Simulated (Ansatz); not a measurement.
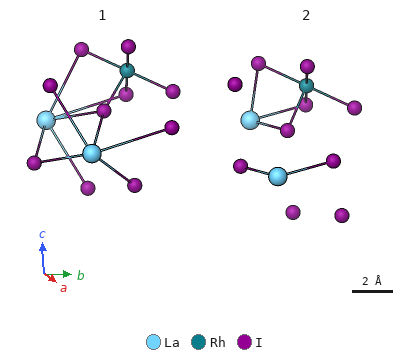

Two geometries of solid LaRhI$_{6}$ (built on the KCrF6-148 type type), drawn at one scale. One is the start of a relaxation, the other its converged end. The picture is a ball-and-stick view of the atoms within 5.0 Å of the atom that moves most (axes of the cell of the calculation), seen slightly off an axis.

Computed with DFT, PBEsol, plane waves, PAW (Ansatz 0.2.0). (plane-wave cutoff 420 eV; k-point mesh 4 × 4 × 4; occupations fermi dirac; smearing width 0.03 eV; no spin polarisation; cell and atoms relaxed; force threshold 0.01 eV/Å; at most 120 steps)

> Which one is relaxed?

Structure 2 is the relaxed one. The largest moves relative to the cell, 0.57 Å, are those of I atoms. La and Rh stay in place. The volume changes by −1.0 %, with a = b = c 7.066 → 7.734 Å (+9.5 %), α 98.0° → 110.8°, β 98.0° → 110.8°, γ 98.0° → 110.8°. Some distances before and after: I–La 4.255 → 3.124 Å, I–La 4.072 → 5.191 Å, I–Rh 2.593 → 2.684 Å. Among the angles between lasting bonds that change: I–La–I 129.0° → 102.5°, La–I–Rh 95.5° → 76.5°, I–Rh–I 89.9° → 93.5°. The space group stays R-3 (No. 148). After 17 accepted moves (20 points after the start) the energy has fallen by 528 meV per atom. Largest force component: 0.98 eV/Å at the start, 0.0014 eV/Å at the end. Pressure: −2.34 GPa at the start and −0.01 GPa at the end. The line search rejected the trial step at point 11 of the run. At 2 points the geometry stayed and the basis and grid were re-selected for the new cell (energy shift of 6.4 meV per atom at most each time). The run took 110 s on 4 threads of Intel(R) Xeon(R) Platinum 8375C CPU @ 2.90GHz (Ice Lake) (shared host), peak memory 1.2 GiB.
